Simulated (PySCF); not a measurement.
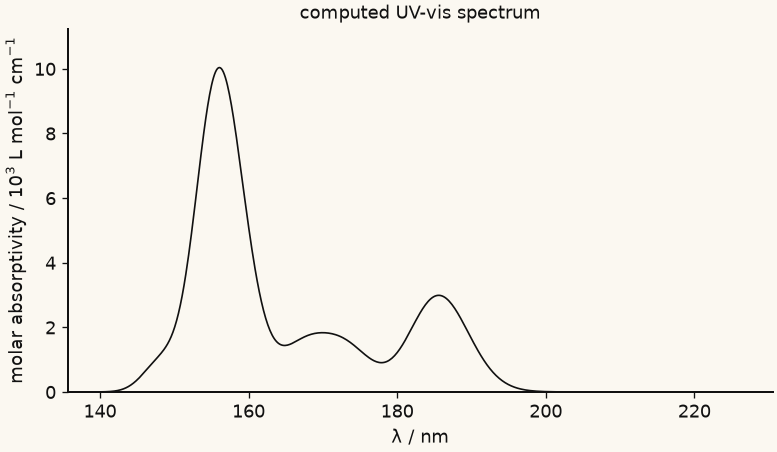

Vertical TDDFT excitations, PBE0/6-31+G(d) in PySCF, at a PBE0-D3(BJ)/def2-SVP geometry (no frequency check), gas phase. Only the first 10 singlet excitations are included; each is broadened by a Gaussian of 1/e half-width 0.20 eV.

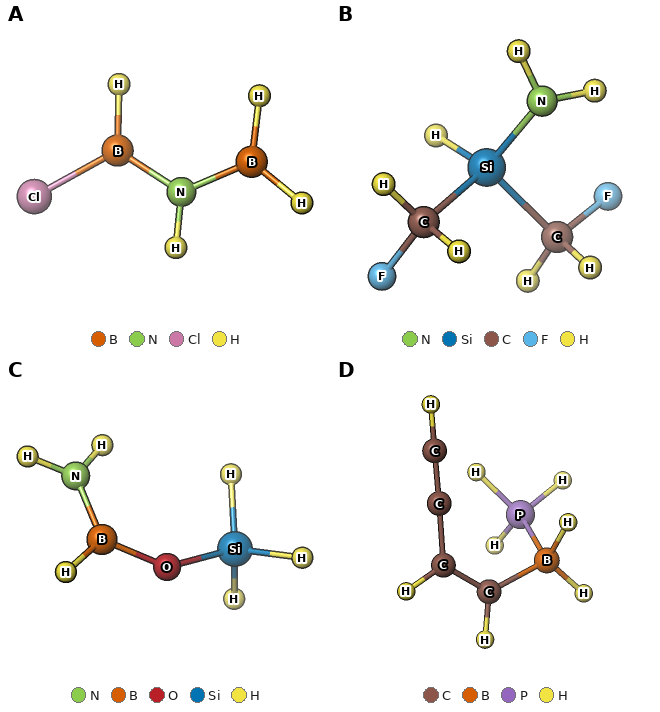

> Whose absorption spectrum is this? The candidates are drawn in the second picture.

Structure C, BSiNH₆O, SMILES NBO[SiH3]. Its lowest singlet lies at 6.68 eV (f = 0.037) and the brightest of those computed is S6 at 7.96 eV (156 nm), f = 0.086, mainly HOMO → LUMO+3 (85 %) (S7 lies within 0.06 eV, too close to order).

Note: states above the negative HOMO energy depend on the basis; one conformer of a flexible molecule; core orbitals are frozen in the response.
